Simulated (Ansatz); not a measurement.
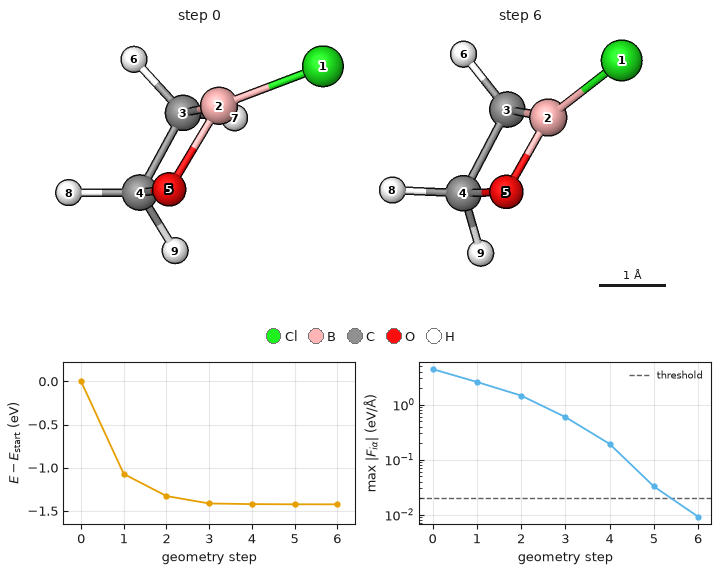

First and last geometry of a relaxation of C2H4BClO, with the history of the run. A ball-and-stick model, seen from a free direction.

The run prepares an end point of a later path (hydrogen shift) calculation, from a guessed geometry.

Level of theory: UKS PBE0-D4/def2-SVP in Ansatz.

Input file:
```yaml
crystal:
  periodic: [false, false, false]
  atoms:
    - { symbol: Cl, position_ang: [-1.6769, 1.9448, 1.3071] }
    - { symbol: B, position_ang: [-0.6857, 1.024, 0.1196] }
    - { symbol: C, position_ang: [0.5759, 0.1182, 0.3682] }
    - { symbol: C, position_ang: [0.1504, -0.7949, -0.6429] }
    - { symbol: O, position_ang: [-1.0123, -0.0024, -0.94] }
    - { symbol: H, position_ang: [1.549, 0.6348, 0.0689] }
    - { symbol: H, position_ang: [0.6512, -0.3168, 1.4078] }
    - { symbol: H, position_ang: [0.7816, -0.8882, -1.5309] }
    - { symbol: H, position_ang: [-0.2448, -1.7658, -0.175] }
magnetization:
  spin_polarized: true
basis:
  gaussian: { orbitals: def2-SVP }
hamiltonian:
  xc: pbe0
  dispersion: d4
relax:
  f_tol: 0.02
  max_steps: 50
```

Run as
```bash
ansatz run input.yaml --threads 2 --pin off --max-ram 3072MiB --backend cpu --events-out ev --progress --plain --runs-dir out
```

Q: What do the curves and the structures tell?

A: It converged. The atom that moves furthest after the best rigid fit is Cl1 (0.45 Å). Largest moves by element: Cl 0.45 Å, B 0.27 Å, O 0.25 Å, H 0.24 Å, C 0.15 Å. Some distances before and after: B2–O5 1.511 → 1.357 Å, C3–C4 1.427 → 1.536 Å, Cl1–B2 1.800 → 1.747 Å, C4–H9 1.148 → 1.100 Å. Among the angles between lasting bonds that change: C3–B2–O5 83.9° → 96.6°, B2–C3–C4 91.0° → 79.2°, Cl1–B2–C3 129.2° → 138.0°. After 6 geometry steps the energy has fallen by 1.423 eV. The largest force component goes from 4.4 to 0.0093 eV/Å.

| step | E − E(0), eV | largest force component, eV/Å |
| --- | --- | --- |
| 0 | 0.0000 | 4.4221 |
| 1 | -1.0719 | 2.5885 |
| 2 | -1.3272 | 1.4638 |
| 3 | -1.4132 | 0.5970 |
| 4 | -1.4209 | 0.1942 |
| 5 | -1.4229 | 0.0328 |
| 6 | -1.4230 | 0.0093 |
